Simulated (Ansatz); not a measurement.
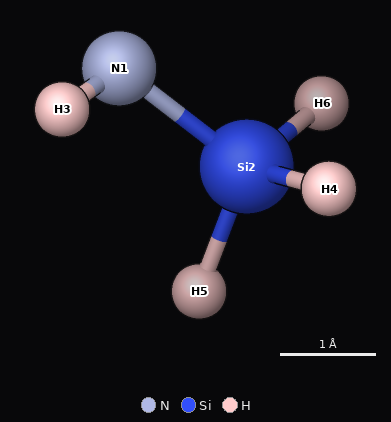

The structure as given in the input (ball-and-stick view, seen at a tilt; atoms are numbered from 1 in the order of the input). Bond lengths as drawn: H–N 1.02 Å, H–Si 1.48 to 1.49 Å and N–Si 1.75 Å.

**Geometry relaxation, with input and output: SiNH$_{4}$**

SiNH$_{4}$, multiplicity 2, computed with UKS PBE0-D4/def2-TZVP (Ansatz 0.2.0).

Figures and captions count atoms from 1; the log counts them from 0 in places.

**Input**
```yaml
crystal:
  periodic: [false, false, false]
  atoms:
    - {symbol: N, position_ang: [0.364274, 0.267867, 0.617903]}
    - {symbol: Si, position_ang: [-0.195349, 0.855602, -0.936101]}
    - {symbol: H, position_ang: [0.817908, 1.001217, 1.167658]}
    - {symbol: H, position_ang: [-1.226606, 1.911428, -0.722268]}
    - {symbol: H, position_ang: [0.938137, 1.442170, -1.707212]}
    - {symbol: H, position_ang: [-0.785308, -0.269887, -1.696819]}
basis:
  gaussian: {orbitals: def2-TZVP}
magnetization: {spin_polarized: true, initial_magnetization: 1}
hamiltonian: {xc: pbe0, dispersion: d4}
relax: {f_tol: 0.005, max_steps: 200}
```

Run on 2 threads of Arm Neoverse V1, 23 GiB of memory available, shared host.

Launched with:
```bash
ansatz run in.yaml --threads 2 --pin off --events-out ev --progress --plain --max-ram 4352MiB
```

**The program's output**
```
Functional definition: PBE0
  name "PBE0"
  cite "Adamo & Barone, J. Chem. Phys. 110, 6158 (1999) doi:10.1063/1.478522"
  cite "Perdew, Burke & Ernzerhof, Phys. Rev. Lett. 77, 3865 (1996) doi:10.1103/PhysRevLett.77.3865"
  parent pbe
  parameter a = 0.25
  parameter kappa = 0.804
  parameter beta = 0.06672455060314922
  exchange = (1 - a)*pbe_x(kappa = kappa, mu = beta*pi^2/3) + a*exact_x
  correlation = pbe_c(beta = beta)
599 factors; their error is unknown
mean field evaluation 1: about -9421.8553 eV, gradient 3.3e1 eV
mean field evaluation 2: about -9412.9596 eV, gradient 5.2e1 eV
mean field evaluation 4: about -9426.6706 eV, gradient 1.3e0 eV
mean field evaluation 8: about -9426.7179 eV, gradient 2.9e-2 eV
mean field evaluation 16: about -9426.7179 eV, gradient 3.3e-5 eV
mean field -9426.71791125 eV, -346.4254935796 hartree, gradient 3.3e-5 eV, S^2 0.754229; 2 other end points of the search recorded, 0 dependent functions left out
the calculation of the forces begins
reference -9426.71793719 eV, -346.4254945329 hartree; 13, 12 occupied and 79, 80 virtual orbitals, 599 factors
relax step   1: F+E_penalty+E_count = -9426.77572455 eV  Δ(F+E_penalty+E_count) = +0.000e0 eV  max|allowed force component| = 3.927e-2 eV/Å  Δτ_max = 0.0000 Å  (41 SCF iters, accepted)
these checks for a lower state are left out or cut short: starts, cluster_reference, orbital_swaps, neighbouring_geometries, increment
599 factors; their error is unknown
mean field -9426.71796698 eV, -346.4254956277 hartree, gradient 1.4e-5 eV, S^2 0.754231; 0 other end points of the search recorded, 0 dependent functions left out
the calculation of the forces begins
reference -9426.71799292 eV, -346.4254965808 hartree; 13, 12 occupied and 79, 80 virtual orbitals, 599 factors
relax step   2: F+E_penalty+E_count = -9426.77577941 eV  Δ(F+E_penalty+E_count) = -5.486e-5 eV  max|allowed force component| = 8.892e-3 eV/Å  Δτ_max = 0.0019 Å  (27 SCF iters, accepted)
these checks for a lower state are left out or cut short: starts, cluster_reference, orbital_swaps, neighbouring_geometries, increment
599 factors; their error is unknown
mean field evaluation 32: about -9426.7180 eV, gradient 8.0e-5 eV
mean field -9426.71796951 eV, -346.4254957206 hartree, gradient 5.7e-6 eV, S^2 0.754232; 0 other end points of the search recorded, 0 dependent functions left out
the calculation of the forces begins
reference -9426.71799545 eV, -346.4254966737 hartree; 13, 12 occupied and 79, 80 virtual orbitals, 599 factors
relax step   3: F+E_penalty+E_count = -9426.77578386 eV  Δ(F+E_penalty+E_count) = -4.455e-6 eV  max|allowed force component| = 2.364e-3 eV/Å  Δτ_max = 0.0007 Å  (27 SCF iters, accepted)
```

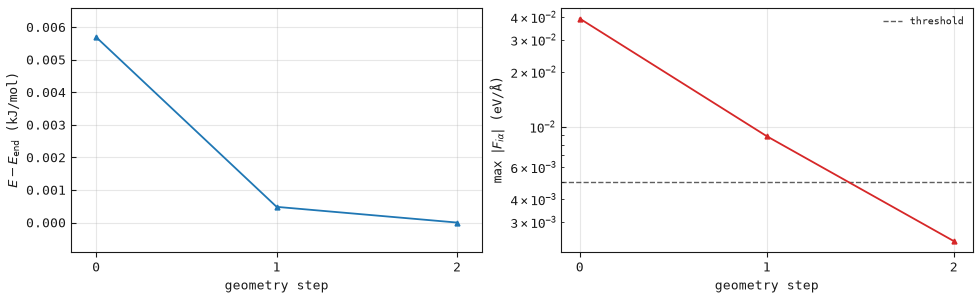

Progress of the relaxation, step by step (the first geometry is step 0 here and step 1 in the log). Over 2 geometry steps the energy falls by 0.01 kJ/mol. Largest force component: 0.039 eV/Å at the start, 0.0024 eV/Å at the end. No atom moves by more than 0.005 Å after the best rigid fit.

```
599 factors; their error is unknown
mean field -9426.71796951 eV, -346.4254957206 hartree, gradient 4.9e-6 eV, S^2 0.754232; 3 other end points of the search recorded, 0 dependent functions left out
the calculation of the forces begins
reference -9426.71799545 eV, -346.4254966737 hartree; 13, 12 occupied and 79, 80 virtual orbitals, 599 factors
Total energy: -9426.77580980 eV, -346.4276213119 hartree
Atom 0 at     0.364496     0.266693     0.618880 Å, force    -0.001098    -0.002142    -0.001240 eV/Å
Atom 1 at    -0.194560     0.855384    -0.934354 Å, force     0.000591    -0.000398     0.001509 eV/Å
Atom 2 at     0.817743     1.001199     1.167572 Å, force     0.000239     0.002364    -0.000791 eV/Å
Atom 3 at    -1.226356     1.911487    -0.723848 Å, force    -0.000206     0.000192     0.000565 eV/Å
Atom 4 at     0.936832     1.442536    -1.708259 Å, force     0.000613    -0.000016     0.000254 eV/Å
Atom 5 at    -0.785099    -0.268901    -1.696831 Å, force    -0.000139     0.000000    -0.000297 eV/Å
Dipole moment:     0.062305     0.285192    -0.035919 e Å
```

**Trajectory as extended XYZ (Å, eV, eV/Å), 3 frames, from step=1 to step=3**
```
6
Properties=species:S:1:pos:R:3:forces:R:3 step=1 energy=-9426.77572
N     0.3643    0.2679    0.6179   -0.0072  -0.0105  -0.0096
Si   -0.1953    0.8556   -0.9361    0.0183  -0.0003   0.0393
H     0.8179    1.0012    1.1677   -0.0010   0.0070  -0.0059
H    -1.2266    1.9114   -0.7223   -0.0025   0.0011  -0.0093
H     0.9381    1.4422   -1.7072   -0.0052   0.0015  -0.0086
H    -0.7853   -0.2699   -1.6968   -0.0023   0.0013  -0.0058
6
Properties=species:S:1:pos:R:3:forces:R:3 step=2 energy=-9426.77578
N     0.3646    0.2669    0.6189   -0.0039  -0.0033  -0.0066
Si   -0.1946    0.8556   -0.9345    0.0036  -0.0024   0.0089
H     0.8179    1.0009    1.1681    0.0005   0.0046  -0.0016
H    -1.2267    1.9114   -0.7240    0.0002   0.0013   0.0002
H     0.9369    1.4423   -1.7086    0.0005   0.0012   0.0002
H    -0.7850   -0.2687   -1.6968   -0.0008  -0.0015  -0.0010
6
Properties=species:S:1:pos:R:3:forces:R:3 step=3 energy=-9426.77578
N     0.3645    0.2667    0.6189   -0.0011  -0.0021  -0.0012
Si   -0.1946    0.8554   -0.9344    0.0006  -0.0004   0.0015
H     0.8177    1.0012    1.1676    0.0002   0.0024  -0.0008
H    -1.2264    1.9115   -0.7238   -0.0002   0.0002   0.0006
H     0.9368    1.4425   -1.7083    0.0006   0.0000   0.0003
H    -0.7851   -0.2689   -1.6968   -0.0001   0.0000  -0.0003
```

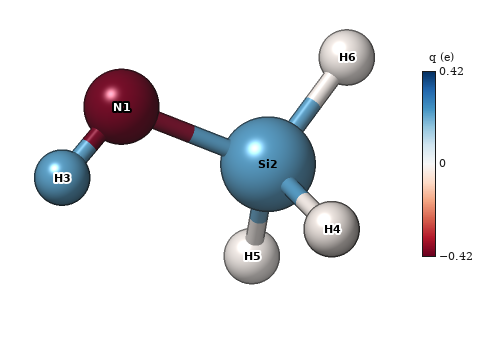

Mulliken charges, as the colour of each atom (ball-and-stick view, seen at a tilt; atoms are numbered from 1 in the order of the input). By element: N −0.40, Si +0.24 and H −0.02 to +0.23 e.

**Results in brief**

```csv
quantity,value
outcome,converged
total energy,−9426.7758 eV
mean-field energy,−9426.7180 eV
dispersion energy,−0.0578 eV
⟨S²⟩,0.754
SCF solution under orbital rotations,stable
largest force (length of the vector) at the end,0.003 eV/Å
dipole moment,1.41 D
wall time,5.5 s (CPU time 10 s)
peak memory,0.41 GiB
```
